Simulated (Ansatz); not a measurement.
# AlNH (quartet): B2PLYP, RPA-PBE over a scan of the distance N2–H3, 6-31G, part 2 of 2

Ansatz 0.2.0, Gaussian basis; 6-31G, all electrons in the functionals, frozen cores in the correlation of double hybrids and RPA. The steps go on from the part before.

## 14. RPA-PBE, 0.941 Å

File in.yaml:

```yaml
crystal:
  periodic: [false, false, false]
  atoms:
    - {symbol: Al, position_ang: [0.000000, -0.033822, 0.689127]}
    - {symbol: N, position_ang: [0.000000, 0.118939, -1.213722]}
    - {symbol: H, position_ang: [0.000000, -0.747456, -1.580927]}
basis:
  gaussian: {orbitals: 6-31G}
magnetization: {spin_polarized: true, initial_magnetization: 3}
hamiltonian: {xc: {name: PBE}}
correlation: {method: rpa, electrons: outside_noble_gas}
```

Command:

```sh
$ ansatz run in.yaml --threads 1 --pin off --events-out ev --progress --plain --max-ram 2393MiB
```

What it wrote (excerpt; [...] marks lines left out):

```text
Functional definition: PBE
  name "PBE"
  cite "Perdew, Burke & Ernzerhof, Phys. Rev. Lett. 77, 3865 (1996) doi:10.1103/PhysRevLett.77.3865"
  parent pbe
[...]
302 factors; integrals over basis functions are off by at most 3.2e-4 eV
[...]
mean field -8091.53295378 eV, -297.3583514135 hartree, gradient 3.0e-6 eV, S^2 3.752858; 11 other end points of the search recorded, 0 dependent functions left out
6 core orbitals not correlated: weight in the atoms' cores, before any rotation towards them, 1.000 or more for the frozen orbitals, at most 0.000 for the correlated occupied ones
reference -8075.22312283 eV, -296.7589761813 hartree; 6, 3 occupied and 12, 15 virtual orbitals, 302 factors
Total energy: -8080.56748707 eV, -296.9553779445 hartree
```

Run time: 3.9 s. Hardware: 1 thread of Arm Neoverse V2, shared host.

From the report: ⟨S²⟩ of the determinant 3.753 (pure quartet: 3.75).

## 15. RPA-PBE, 1.028 Å

File in.yaml:

```yaml
crystal:
  periodic: [false, false, false]
  atoms:
    - {symbol: Al, position_ang: [0.000000, -0.031887, 0.689947]}
    - {symbol: N, position_ang: [0.000000, 0.120874, -1.212902]}
    - {symbol: H, position_ang: [0.000000, -0.826124, -1.614269]}
basis:
  gaussian: {orbitals: 6-31G}
magnetization: {spin_polarized: true, initial_magnetization: 3}
hamiltonian: {xc: {name: PBE}}
correlation: {method: rpa, electrons: outside_noble_gas}
```

The command is unchanged.

What it wrote (excerpt; [...] marks lines left out):

```text
Functional definition: PBE
  name "PBE"
  cite "Perdew, Burke & Ernzerhof, Phys. Rev. Lett. 77, 3865 (1996) doi:10.1103/PhysRevLett.77.3865"
  parent pbe
[...]
302 factors; integrals over basis functions are off by at most 2.8e-4 eV
[...]
mean field -8091.81193841 eV, -297.3686039093 hartree, gradient 3.3e-6 eV, S^2 3.753141; 12 other end points of the search recorded, 0 dependent functions left out
6 core orbitals not correlated: weight in the atoms' cores, before any rotation towards them, 1.000 or more for the frozen orbitals, at most 0.000 for the correlated occupied ones
reference -8075.37263884 eV, -296.7644707933 hartree; 6, 3 occupied and 12, 15 virtual orbitals, 302 factors
Total energy: -8080.84793273 eV, -296.9656841322 hartree
```

Wall time 3.2 s (1 thread of Arm Neoverse V2, shared host).

From the report: ⟨S²⟩ of the determinant 3.753 (pure quartet: 3.75).

## 16. RPA-PBE, 1.121 Å

File in.yaml:

```yaml
crystal:
  periodic: [false, false, false]
  atoms:
    - {symbol: Al, position_ang: [0.000000, -0.029844, 0.690813]}
    - {symbol: N, position_ang: [0.000000, 0.122917, -1.212036]}
    - {symbol: H, position_ang: [0.000000, -0.909208, -1.649482]}
basis:
  gaussian: {orbitals: 6-31G}
magnetization: {spin_polarized: true, initial_magnetization: 3}
hamiltonian: {xc: {name: PBE}}
correlation: {method: rpa, electrons: outside_noble_gas}
```

Same command.

What it wrote (excerpt; [...] marks lines left out):

```text
Functional definition: PBE
  name "PBE"
  cite "Perdew, Burke & Ernzerhof, Phys. Rev. Lett. 77, 3865 (1996) doi:10.1103/PhysRevLett.77.3865"
  parent pbe
[...]
302 factors; integrals over basis functions are off by at most 2.6e-4 eV
[...]
mean field -8091.75934224 eV, -297.3666710357 hartree, gradient 3.7e-6 eV, S^2 3.753554; 12 other end points of the search recorded, 0 dependent functions left out
6 core orbitals not correlated: weight in the atoms' cores, before any rotation towards them, 1.000 or more for the frozen orbitals, at most 0.000 for the correlated occupied ones
reference -8075.17726419 eV, -296.7572909072 hartree; 6, 3 occupied and 12, 15 virtual orbitals, 302 factors
Total energy: -8080.79763435 eV, -296.9638357008 hartree
```

It took 3.2 s on 1 thread of Arm Neoverse V2, shared host.

From the report: ⟨S²⟩ of the determinant 3.754 (pure quartet: 3.75).

From 1.028 Å: +1.2 kcal/mol.

## 17. RPA-PBE, 1.256 Å

File in.yaml:

```yaml
crystal:
  periodic: [false, false, false]
  atoms:
    - {symbol: Al, position_ang: [0.000000, -0.026861, 0.692078]}
    - {symbol: N, position_ang: [0.000000, 0.125900, -1.210771]}
    - {symbol: H, position_ang: [0.000000, -1.030521, -1.700899]}
basis:
  gaussian: {orbitals: 6-31G}
magnetization: {spin_polarized: true, initial_magnetization: 3}
hamiltonian: {xc: {name: PBE}}
correlation: {method: rpa, electrons: outside_noble_gas}
```

Same command.

What it wrote (excerpt; [...] marks lines left out):

```text
Functional definition: PBE
  name "PBE"
  cite "Perdew, Burke & Ernzerhof, Phys. Rev. Lett. 77, 3865 (1996) doi:10.1103/PhysRevLett.77.3865"
  parent pbe
[...]
302 factors; integrals over basis functions are off by at most 2.5e-4 eV
[...]
mean field -8091.36826594 eV, -297.3522992469 hartree, gradient 3.0e-6 eV, S^2 3.754236; 13 other end points of the search recorded, 0 dependent functions left out
6 core orbitals not correlated: weight in the atoms' cores, before any rotation towards them, 1.000 or more for the frozen orbitals, at most 0.000 for the correlated occupied ones
reference -8074.56151068 eV, -296.7346623832 hartree; 6, 3 occupied and 12, 15 virtual orbitals, 302 factors
Total energy: -8080.41413407 eV, -296.9497423257 hartree
```

Run time: 3.5 s. Hardware: 1 thread of Arm Neoverse V2, shared host.

From the report: ⟨S²⟩ of the determinant 3.754 (pure quartet: 3.75).

From 1.028 Å: +10.0 kcal/mol.

## 18. RPA-PBE, 1.403 Å

File in.yaml:

```yaml
crystal:
  periodic: [false, false, false]
  atoms:
    - {symbol: Al, position_ang: [0.000000, -0.023612, 0.693454]}
    - {symbol: N, position_ang: [0.000000, 0.129149, -1.209395]}
    - {symbol: H, position_ang: [0.000000, -1.162619, -1.756886]}
basis:
  gaussian: {orbitals: 6-31G}
magnetization: {spin_polarized: true, initial_magnetization: 3}
hamiltonian: {xc: {name: PBE}}
correlation: {method: rpa, electrons: outside_noble_gas}
```

Launched as before.

What it wrote (excerpt; [...] marks lines left out):

```text
Functional definition: PBE
  name "PBE"
  cite "Perdew, Burke & Ernzerhof, Phys. Rev. Lett. 77, 3865 (1996) doi:10.1103/PhysRevLett.77.3865"
  parent pbe
[...]
302 factors; integrals over basis functions are off by at most 2.6e-4 eV
[...]
mean field -8090.81104904 eV, -297.3318219035 hartree, gradient 1.9e-6 eV, S^2 3.753529; 12 other end points of the search recorded, 0 dependent functions left out
6 core orbitals not correlated: weight in the atoms' cores, before any rotation towards them, 1.000 or more for the frozen orbitals, at most 0.000 for the correlated occupied ones
reference -8073.62980344 eV, -296.7004227734 hartree; 6, 3 occupied and 12, 15 virtual orbitals, 302 factors
Total energy: -8079.84280292 eV, -296.9287462931 hartree
```

Wall time 4.1 s (1 thread of Arm Neoverse V2, shared host).

From the report: ⟨S²⟩ of the determinant 3.754 (pure quartet: 3.75).

From 1.028 Å: +23.2 kcal/mol.

## 19. RPA-PBE, 1.663 Å

File in.yaml:

```yaml
crystal:
  periodic: [false, false, false]
  atoms:
    - {symbol: Al, position_ang: [0.000000, -0.017867, 0.695889]}
    - {symbol: N, position_ang: [0.000000, 0.134894, -1.206960]}
    - {symbol: H, position_ang: [0.000000, -1.396260, -1.855910]}
basis:
  gaussian: {orbitals: 6-31G}
magnetization: {spin_polarized: true, initial_magnetization: 3}
hamiltonian: {xc: {name: PBE}}
correlation: {method: rpa, electrons: outside_noble_gas}
```

Same command.

What it wrote (excerpt; [...] marks lines left out):

```text
Functional definition: PBE
  name "PBE"
  cite "Perdew, Burke & Ernzerhof, Phys. Rev. Lett. 77, 3865 (1996) doi:10.1103/PhysRevLett.77.3865"
  parent pbe
[...]
302 factors; integrals over basis functions are off by at most 2.1e-4 eV
[...]
mean field -8090.18467418 eV, -297.3088030518 hartree, gradient 2.6e-6 eV, S^2 3.757210; 12 other end points of the search recorded, 0 dependent functions left out
6 core orbitals not correlated: weight in the atoms' cores, before any rotation towards them, 1.000 or more for the frozen orbitals, at most 0.000 for the correlated occupied ones
reference -8072.40657824 eV, -296.6554700766 hartree; 6, 3 occupied and 12, 15 virtual orbitals, 302 factors
Total energy: -8079.27483827 eV, -296.9078739771 hartree
```

Run time: 3.2 s. Hardware: 1 thread of Arm Neoverse V2, shared host.

From the report: ⟨S²⟩ of the determinant 3.757 (pure quartet: 3.75).

From 1.028 Å: +36.3 kcal/mol.

## 20. RPA-PBE, 1.867 Å

File in.yaml:

```yaml
crystal:
  periodic: [false, false, false]
  atoms:
    - {symbol: Al, position_ang: [0.000000, -0.013359, 0.697800]}
    - {symbol: N, position_ang: [0.000000, 0.139402, -1.205049]}
    - {symbol: H, position_ang: [0.000000, -1.579578, -1.933606]}
basis:
  gaussian: {orbitals: 6-31G}
magnetization: {spin_polarized: true, initial_magnetization: 3}
hamiltonian: {xc: {name: PBE}}
correlation: {method: rpa, electrons: outside_noble_gas}
```

The command is unchanged.

What it wrote (excerpt; [...] marks lines left out):

```text
Functional definition: PBE
  name "PBE"
  cite "Perdew, Burke & Ernzerhof, Phys. Rev. Lett. 77, 3865 (1996) doi:10.1103/PhysRevLett.77.3865"
  parent pbe
[...]
302 factors; integrals over basis functions are off by at most 2.0e-4 eV
[...]
mean field -8090.07805091 eV, -297.3048847192 hartree, gradient 9.9e-6 eV, S^2 3.759151; 12 other end points of the search recorded, 0 dependent functions left out
6 core orbitals not correlated: weight in the atoms' cores, before any rotation towards them, 1.000 or more for the frozen orbitals, at most 0.000 for the correlated occupied ones
reference -8072.83172605 eV, -296.6710939706 hartree; 6, 3 occupied and 12, 15 virtual orbitals, 302 factors
Total energy: -8079.33345813 eV, -296.9100282172 hartree
```

Run time: 3.1 s. Hardware: 1 thread of Arm Neoverse V2, shared host.

From the report: ⟨S²⟩ of the determinant 3.759 (pure quartet: 3.75).

From 1.028 Å: +34.9 kcal/mol.

## 21. RPA-PBE, 2.249 Å

File in.yaml:

```yaml
crystal:
  periodic: [false, false, false]
  atoms:
    - {symbol: Al, position_ang: [0.000000, -0.004917, 0.701378]}
    - {symbol: N, position_ang: [0.000000, 0.147844, -1.201471]}
    - {symbol: H, position_ang: [0.000000, -1.922851, -2.079096]}
basis:
  gaussian: {orbitals: 6-31G}
magnetization: {spin_polarized: true, initial_magnetization: 3}
hamiltonian: {xc: {name: PBE}}
correlation: {method: rpa, electrons: outside_noble_gas}
```

Same command.

What it wrote (excerpt; [...] marks lines left out):

```text
Functional definition: PBE
  name "PBE"
  cite "Perdew, Burke & Ernzerhof, Phys. Rev. Lett. 77, 3865 (1996) doi:10.1103/PhysRevLett.77.3865"
  parent pbe
[...]
302 factors; integrals over basis functions are off by at most 2.0e-4 eV
[...]
mean field -8090.07272805 eV, -297.3046891077 hartree, gradient 1.7e-6 eV, S^2 3.770963; 11 other end points of the search recorded, 0 dependent functions left out
6 core orbitals not correlated: weight in the atoms' cores, before any rotation towards them, 1.000 or more for the frozen orbitals, at most 0.000 for the correlated occupied ones
reference -8073.29451618 eV, -296.6881011940 hartree; 6, 3 occupied and 12, 15 virtual orbitals, 302 factors
Total energy: -8079.52928566 eV, -296.9172247463 hartree
```

Run time: 2.9 s. Hardware: 1 thread of Arm Neoverse V2, shared host.

From the report: ⟨S²⟩ of the determinant 3.771 (pure quartet: 3.75).

From 1.028 Å: +30.4 kcal/mol.

## 22. RPA-PBE, 2.727 Å

File in.yaml:

```yaml
crystal:
  periodic: [false, false, false]
  atoms:
    - {symbol: Al, position_ang: [0.000000, 0.005645, 0.705855]}
    - {symbol: N, position_ang: [0.000000, 0.158406, -1.196994]}
    - {symbol: H, position_ang: [0.000000, -2.352392, -2.261148]}
basis:
  gaussian: {orbitals: 6-31G}
magnetization: {spin_polarized: true, initial_magnetization: 3}
hamiltonian: {xc: {name: PBE}}
correlation: {method: rpa, electrons: outside_noble_gas}
```

Same command.

What it wrote (excerpt; [...] marks lines left out):

```text
Functional definition: PBE
  name "PBE"
  cite "Perdew, Burke & Ernzerhof, Phys. Rev. Lett. 77, 3865 (1996) doi:10.1103/PhysRevLett.77.3865"
  parent pbe
[...]
305 factors; integrals over basis functions are off by at most 1.8e-4 eV
[...]
mean field -8090.05775163 eV, -297.3041387344 hartree, gradient 1.3e-6 eV, S^2 3.774818; 8 other end points of the search recorded, 0 dependent functions left out
6 core orbitals not correlated: weight in the atoms' cores, before any rotation towards them, 1.000 or more for the frozen orbitals, at most 0.000 for the correlated occupied ones
reference -8073.38433196 eV, -296.6914018632 hartree; 6, 3 occupied and 12, 15 virtual orbitals, 305 factors
Total energy: -8079.61517123 eV, -296.9203809827 hartree
```

Wall time 2.6 s (1 thread of Arm Neoverse V2, shared host).

From the report: ⟨S²⟩ of the determinant 3.775 (pure quartet: 3.75).

From 1.028 Å: +28.4 kcal/mol.

## 23. RPA-PBE, 3.574 Å

File in.yaml:

```yaml
crystal:
  periodic: [false, false, false]
  atoms:
    - {symbol: Al, position_ang: [0.000000, 0.024362, 0.713787]}
    - {symbol: N, position_ang: [0.000000, 0.177123, -1.189062]}
    - {symbol: H, position_ang: [0.000000, -3.113523, -2.583739]}
basis:
  gaussian: {orbitals: 6-31G}
magnetization: {spin_polarized: true, initial_magnetization: 3}
hamiltonian: {xc: {name: PBE}}
correlation: {method: rpa, electrons: outside_noble_gas}
```

The command is unchanged.

What it wrote (excerpt; [...] marks lines left out):

```text
Functional definition: PBE
  name "PBE"
  cite "Perdew, Burke & Ernzerhof, Phys. Rev. Lett. 77, 3865 (1996) doi:10.1103/PhysRevLett.77.3865"
  parent pbe
[...]
304 factors; integrals over basis functions are off by at most 1.1e-4 eV
[...]
mean field -8090.05002794 eV, -297.3038548941 hartree, gradient 6.1e-10 eV, S^2 3.773884; 8 other end points of the search recorded, 0 dependent functions left out
6 core orbitals not correlated: weight in the atoms' cores, before any rotation towards them, 1.000 or more for the frozen orbitals, at most 0.000 for the correlated occupied ones
reference -8073.40197358 eV, -296.6920501808 hartree; 6, 3 occupied and 12, 15 virtual orbitals, 304 factors
Total energy: -8079.65669978 eV, -296.9219071287 hartree
```

It took 5.5 s on 1 thread of Arm Neoverse V2, shared host.

From the report: ⟨S²⟩ of the determinant 3.774 (pure quartet: 3.75).

From 1.028 Å: +27.5 kcal/mol.

## 24. Against the wave-function levels

The yardstick is full CI for this spin, exact in this basis with these frozen cores. It comes from earlier runs at the same points. Energies in kcal/mol, counted from 1.028 Å; blanks weren't run or aren't comparable.

```csv
level,0.804 Å,0.941 Å,1.028 Å,1.121 Å,1.256 Å,1.403 Å,1.663 Å,1.867 Å,2.249 Å,2.727 Å,3.574 Å
FCI,44.7,5.9,0.0,1.7,11.1,23.9,36.0,33.3,30.3,29.4,29.0
B2PLYP,43.4,5.4,0.0,2.2,12.6,27.3,42.7,39.4,37.7,37.7,37.3
RPA-PBE,46.3,6.5,0.0,1.2,10.0,23.2,36.3,34.9,30.4,28.4,27.5
```

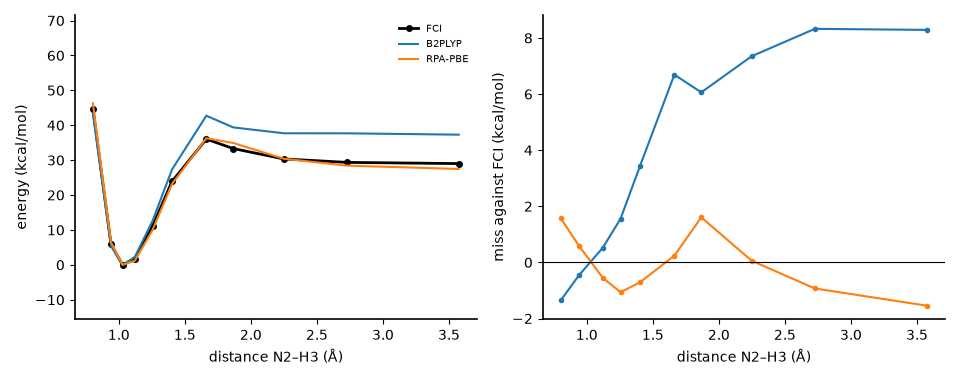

Left: the curves (the axis may cut off levels that run far away). Right: misses against FCI, in the same colours.

Largest miss and mean time a point (FCI took 2.6 min a point; shared hosts):

| level | largest miss (kcal/mol) | where | time a point |
| --- | --- | --- | --- |
| B2PLYP | +8.3 | 2.727 Å | 2.2 s |
| RPA-PBE | +1.6 | 1.867 Å | 3.6 s |

## 25. Summary of results

This closing draws on all 2 parts.

| quantity | value |
| --- | --- |
| span of the FCI curve | 44.7 kcal/mol |
| largest miss, B2PLYP | +8.3 kcal/mol (2.727 Å) |
| largest miss, RPA-PBE | +1.6 kcal/mol (1.867 Å) |

**Reading.** Of the functionals, RPA-PBE keep the smallest largest miss at the points compared (at most 1.6 kcal/mol) and B2PLYP strays most (8.3 kcal/mol, at 2.727 Å). Functionals and the yardstick converge differently with the basis, so part of each miss in 6-31G is the basis.
